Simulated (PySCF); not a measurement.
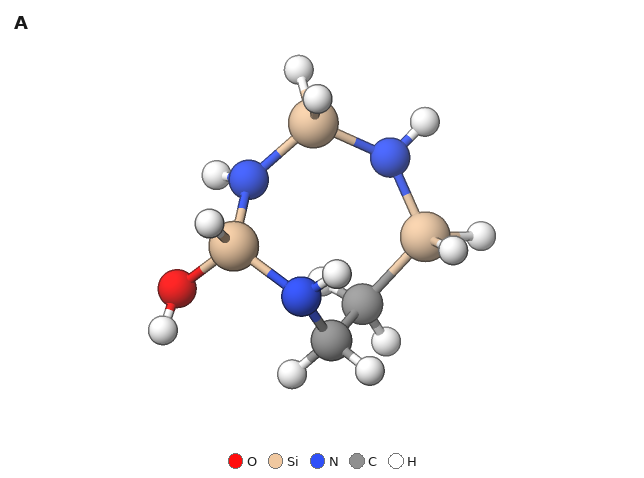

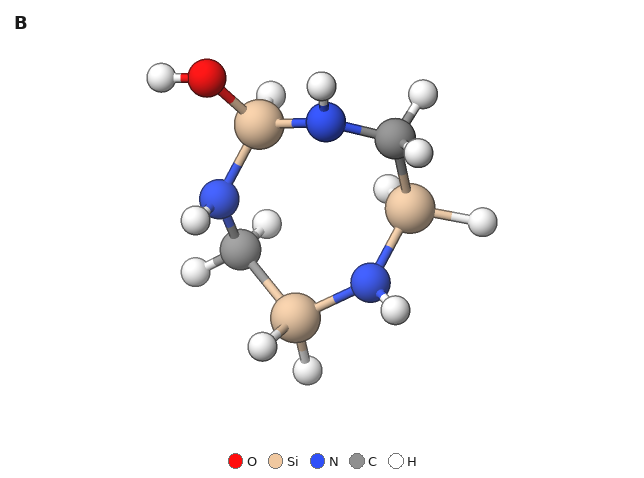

2 stationary structures of one formula. Geometries: GFN2-xTB. Electronic energies: PBE0/pcSseg-1 (PySCF 2.14.0), without zero-point energy. No frequency run is at hand to confirm each as a minimum.

How are they related?

They are constitutional isomers of C2H13N3OSi3: A `O[Si@H]1NCC[SiH2]N[SiH2]N1`, B `O[SiH]1NC[SiH2]N[SiH2]CN1`.

Rank them by energy, lowest first.

A is lowest; B lies 119.8 kJ/mol above it.

The geometry is semi-empirical. Around Si such bond lengths and angles can be off by a tenth of an ångström or more and by several degrees, and values that hang on the shape move with them.
